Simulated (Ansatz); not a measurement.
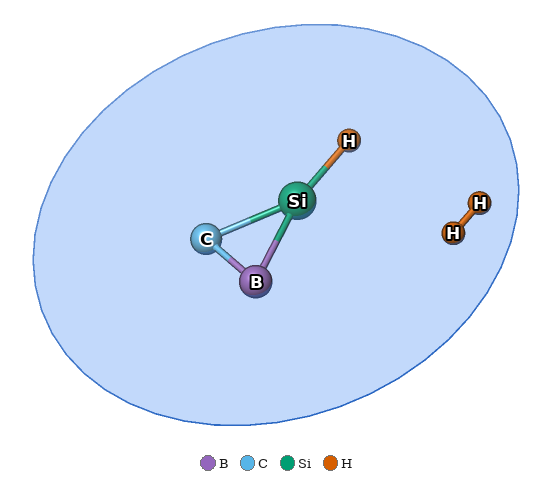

All proper rotation axes (lines) and mirror planes (discs) of the structure are drawn in. Atoms fade into the background with distance from the viewer. The geometry was computed by an optimisation with PBE0-D4/def2-TZVP. No frequency run is at hand to confirm it as a minimum.

**Name the symmetry elements and the point group.**

It has 1 mirror plane. Point group Cs. The group has 2 operations. The geometry is achiral, and symmetry allows a dipole moment.
